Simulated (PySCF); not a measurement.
# C2H5ClSi (SMILES CC[Si]Cl) at 5 levels

Aim: a comparison of 5 runs (HF/3-21G, HF/def2-SVP, PBE0/def2-SVP, r2SCAN/6-31+G*, MP2/6-31G) of C2H5ClSi. The job is set up through a Python script.

Program for the calculation: PySCF 2.14.0.

### 1 The system as given

C2H5ClSi has 9 atoms, charge 0, and is taken as a singlet. As SMILES, `CC[Si]Cl`. Geometry: relaxed at PBE0-D4/def2-TZVP. This is one conformer, not always the lowest.

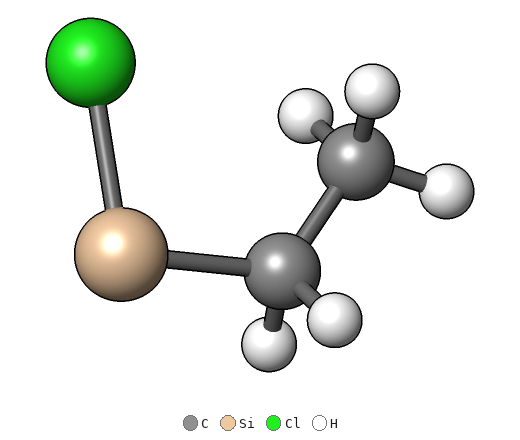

Viewed from a chosen angle; carbon grey, silicon light orange, chlorine green, hydrogen white.

### 2 Energy and forces at HF/3-21G (run 1)

Input file job.py:

```python
# CC[Si]Cl
import pyscf.grad
from pyscf import gto, scf

system = gto.M(
    atom=[
    ('C', (0.398100, 0.855400, 0.105100)),
    ('C', (-0.690000, -0.132700, -0.277200)),
    ('Si', (-0.498700, -2.006500, -0.090400)),
    ('Cl', (1.433100, -2.152000, 0.697200)),
    ('H', (0.088200, 1.886900, -0.081300)),
    ('H', (1.313900, 0.673400, -0.460500)),
    ('H', (0.656900, 0.769200, 1.162000)),
    ('H', (-1.629400, 0.076600, 0.262300)),
    ('H', (-0.983700, -0.016800, -1.334300)),
],
    basis='3-21g',
    verbose=4,
    charge=0,
    max_memory=1860,
)

hf = scf.RHF(system)
hf.conv_tol = 1e-10
hf.kernel()
if not hf.converged:
    hf = hf.newton().run(hf.mo_coeff, hf.mo_occ)

etot = hf.e_tot
print('E(%s) = %.9f' % ('HF', etot))
grad = hf.Gradients().kernel()
dip = hf.dip_moment()
pop, q = hf.mulliken_pop()
```

On the command line:

```
$ OMP_NUM_THREADS=1 python job.py
```

Log:

```text
PySCF version 2.14.0

[... 63 lines left out ...]
converged SCF energy = -822.92715444328
[... 12 lines left out ...]
Dipole moment(X, Y, Z, Debye): -2.32027,  1.86822, -1.04493
[... 64 lines left out ...]
charge of    8H =      0.24363
```

Run time: 1.9 s. Hardware: 1 thread of Intel Xeon at 2.70GHz, shared host; peak memory 0.12 GiB.

### 3 Energy and forces at HF/def2-SVP (run 2)

Input file job.py:

```python
# CC[Si]Cl
import pyscf.grad
from pyscf import gto, scf

mol = gto.Mole()
mol.atom = [
    ('C', (0.398100, 0.855400, 0.105100)),
    ('C', (-0.690000, -0.132700, -0.277200)),
    ('Si', (-0.498700, -2.006500, -0.090400)),
    ('Cl', (1.433100, -2.152000, 0.697200)),
    ('H', (0.088200, 1.886900, -0.081300)),
    ('H', (1.313900, 0.673400, -0.460500)),
    ('H', (0.656900, 0.769200, 1.162000)),
    ('H', (-1.629400, 0.076600, 0.262300)),
    ('H', (-0.983700, -0.016800, -1.334300)),
]
mol.charge = 0
mol.basis = 'def2-svp'
mol.verbose = 4
mol.max_memory = 1860
mol.build()

mf = scf.RHF(mol)
mf.conv_tol = 1e-10
mf.kernel()
if not mf.converged:
    mf = mf.newton().run(mf.mo_coeff, mf.mo_occ)

energy = mf.e_tot
print('E(%s) = %.9f' % ('HF', energy))
grad = mf.Gradients().kernel()
mf.analyze()
```

On the command line:

```
$ OMP_NUM_THREADS=1 python job.py
```

Log:

```text
PySCF version 2.14.0

[... 90 lines left out ...]
MO #4   energy= -11.2267950221085  occ= 2
[... 16 lines left out ...]
MO #21  energy= -0.471464739927489 occ= 2
[... 16 lines left out ...]
MO #38  energy= 0.577254920155974  occ= 0
[... 16 lines left out ...]
MO #55  energy= 1.04701200921787   occ= 0
[... 16 lines left out ...]
MO #72  energy= 2.07231398417067   occ= 0
[... 16 lines left out ...]
MO #89  energy= 3.38491847602198   occ= 0
[... 101 lines left out ...]
Dipole moment(X, Y, Z, Debye): -1.19171,  1.45182, -0.56544
```

Wall time 12 s (1 thread of Intel Xeon at 2.70GHz, shared host); peak memory 0.18 GiB.

### 4 Energy and gradient at PBE0/def2-SVP (run 3)

Input file run.py:

```python
# CC[Si]Cl
import pyscf.grad
from pyscf import gto, dft

system = gto.Mole()
system.atom = '''
C      0.752300     1.616472     0.198610
C     -1.303911    -0.250767    -0.523832
Si    -0.942406    -3.791735    -0.170831
Cl     2.708167    -4.066691     1.317517
H      0.166674     3.565724    -0.153635
H      2.482911     1.272542    -0.870219
H      1.241361     1.453577     2.195862
H     -3.079120     0.144753     0.495675
H     -1.858924    -0.031747    -2.521462
'''
system.spin = 0
system.basis = 'def2-svp'
system.unit = 'bohr'
system.max_memory = 1860
system.verbose = 4
system.build()

mf = dft.RKS(system)
mf.xc = 'pbe0'
mf.grids.level = 5
mf.conv_tol = 1e-10
mf.kernel()
if not mf.converged:
    mf = mf.newton().run(mf.mo_coeff, mf.mo_occ)

e_final = mf.e_tot
print('E = %.10f Eh' % e_final)
grad = mf.Gradients().kernel()
mf.analyze()
```

On the command line:

```
$ OMP_NUM_THREADS=1 python run.py
```

Log:

```text
PySCF version 2.14.0

[... 102 lines left out ...]
MO #4   energy= -10.2311193722036  occ= 2
[... 16 lines left out ...]
MO #21  energy= -0.34860344509684  occ= 2
[... 16 lines left out ...]
MO #38  energy= 0.405261381429831  occ= 0
[... 16 lines left out ...]
MO #55  energy= 0.802245159310317  occ= 0
[... 16 lines left out ...]
MO #72  energy= 1.80633101660685   occ= 0
[... 16 lines left out ...]
MO #89  energy= 3.04814494262426   occ= 0
[... 101 lines left out ...]
Dipole moment(X, Y, Z, Debye): -0.95604,  1.49088, -0.47269
```

It took 44 s on 1 thread of Intel Xeon at 2.70GHz, shared host; peak memory 0.87 GiB.

Run 4 isn't shown in full; the table further down has it.

### 5 Energy and gradient at MP2/6-31G (run 5)

Input file run.py:

```python
# CC[Si]Cl
from pyscf import gto, scf, mp

mol = gto.M(
    atom='''
C      0.398100     0.855400     0.105100
C     -0.690000    -0.132700    -0.277200
Si    -0.498700    -2.006500    -0.090400
Cl     1.433100    -2.152000     0.697200
H      0.088200     1.886900    -0.081300
H      1.313900     0.673400    -0.460500
H      0.656900     0.769200     1.162000
H     -1.629400     0.076600     0.262300
H     -0.983700    -0.016800    -1.334300
''',
    charge=0,
    verbose=4,
    basis='6-31g',
    max_memory=1860,
    spin=0,
)

mf = scf.RHF(mol)
mf.conv_tol = 1e-10
mf.kernel()
if not mf.converged:
    mf = mf.newton().run(mf.mo_coeff, mf.mo_occ)

pt = mp.MP2(mf, frozen=12).run()
energy = pt.e_tot
print('E(%s) = %.9f' % ('MP2', energy))
grad = pt.nuc_grad_method().kernel()
dip = mf.dip_moment()
pop, q = mf.mulliken_pop()
```

On the command line:

```
$ OMP_NUM_THREADS=1 python run.py
```

Log:

```text
PySCF version 2.14.0

[... 65 lines left out ...]
converged SCF energy = -826.968279084498
[... 17 lines left out ...]
Dipole moment(X, Y, Z, Debye): -2.25272,  1.90603, -1.01989
[... 64 lines left out ...]
charge of    8H =      0.20133
```

It took 9 s on 1 thread of Intel Xeon at 2.70GHz, shared host; peak memory 0.2 GiB.

### 6 All runs side by side

```csv
run,level,integration grid,frozen core orbitals,energy (Eh),dipole moment (D) of the reference,HOMO energy (eV),LUMO energy (eV),wall time
1,HF/3-21G,–,–,-822.927154,3.16,-9.21,0.52,1.9 s
2,HF/def2-SVP,–,–,-826.792765,1.96,-8.98,0.96,12 s
3,PBE0/def2-SVP,5,–,-828.255480,1.83,-6.49,-2.31,44 s
4,r2SCAN/6-31+G* (spherical functions),5,–,-828.769519,2.16,-5.74,-3.20,87 s
5,MP2/6-31G,–,12,-827.233049,3.12,-9.20,0.46,9 s
```

### 7 Results

| quantity | value |
| --- | --- |
| run 5: total energy | -827.23305 Eh |
| run 5: dipole moment (Hartree–Fock density) | 3.12 D |
| run 5: HOMO energy (Hartree–Fock orbitals) | -9.20 eV |
| run 5: LUMO energy (Hartree–Fock orbitals) | 0.46 eV |
| run 5: HOMO–LUMO gap (Hartree–Fock orbitals) | 9.66 eV |
| run 5: correlation energy (12 core orbitals frozen) | -264.8 mEh |
| run 5: largest force on an atom | 2.726 eV/Å |

Over runs 1, 2, 3, 4 the dipole moment (its size) runs from 1.83 D (PBE0/def2-SVP) to 3.16 D (HF/3-21G). The two ends differ in method and basis. Over runs 1, 2, 3, 4 the HOMO–LUMO gap runs from 2.54 eV (r2SCAN/6-31+G*) to 9.94 eV (HF/def2-SVP). Totals of different functionals can't be ranked against each other. All runs together took 2.6 min, the longest 87 s.
